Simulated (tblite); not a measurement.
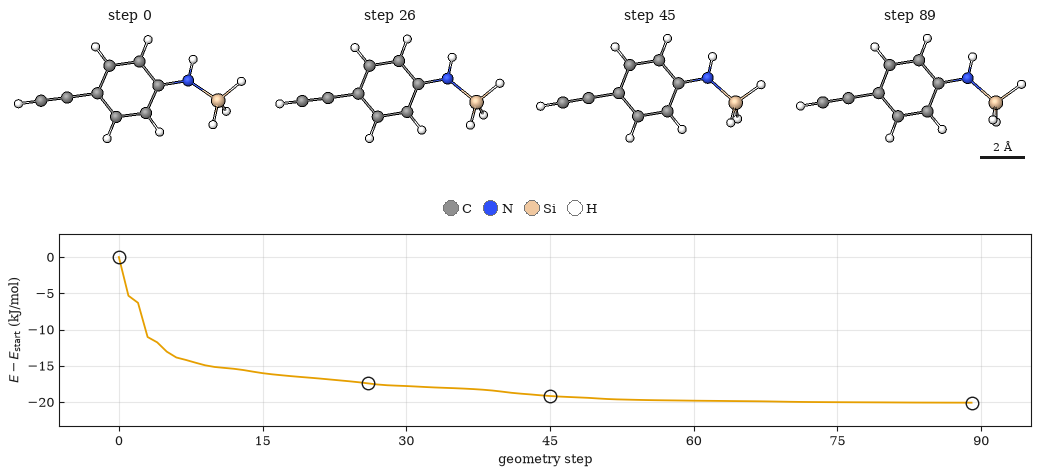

Frames of a relaxation of C8H9NSi, marked on the history of the run. The picture is a ball-and-stick view, seen face on.

Theory: tblite, GFN2-xTB geometry optimisation, gas phase. 

Q: Describe the path.

A: The largest move after the best rigid fit is that of an H atom, 0.71 Å. Largest moves by element: H 0.71 Å, Si 0.15 Å, C 0.13 Å, N 0.11 Å. Near-neighbour distances that change, for instance: N–Si 1.669 → 1.731 Å, C–N 1.402 → 1.377 Å, C–C 1.401 → 1.378 Å, H–Si 1.483 → 1.461 Å. Bond angles that change, for instance: C–N–Si 136.9° → 128.8°, Si–N–H 111.1° → 118.5°, N–Si–H 107.2° → 103.0°. Groups turn about N–Si by about 25°. The energy falls by 20.1 kJ/mol in 89 geometry steps. From step 0 to 26: an H atom moves most (0.21 Å), energy −17.4 kJ/mol. From step 26 to 45: an H atom moves most (0.33 Å), energy −1.74 kJ/mol. From step 45 to 89: an H atom moves most (0.21 Å), energy −0.92 kJ/mol.

| step | E − E(0), kJ/mol |
| --- | --- |
| 0 | 0.00 |
| 1 | -5.33 |
| 2 | -6.31 |
| 3 | -11.03 |
| 4 | -11.76 |
| 5 | -13.04 |
| 6 | -13.85 |
| 7 | -14.19 |
| 8 | -14.57 |
| 9 | -14.93 |
| 10 | -15.16 |
| 14 | -15.80 |
| 18 | -16.43 |
| 22 | -16.88 |
| 27 | -17.58 |
| 31 | -17.85 |
| 35 | -18.08 |
| 39 | -18.41 |
| 43 | -18.95 |
| 47 | -19.30 |
| 52 | -19.63 |
| 56 | -19.74 |
| 60 | -19.81 |
| 64 | -19.86 |
| 68 | -19.92 |
| 72 | -19.99 |
| 77 | -20.03 |
| 81 | -20.05 |
| 85 | -20.07 |
| 89 | -20.08 |
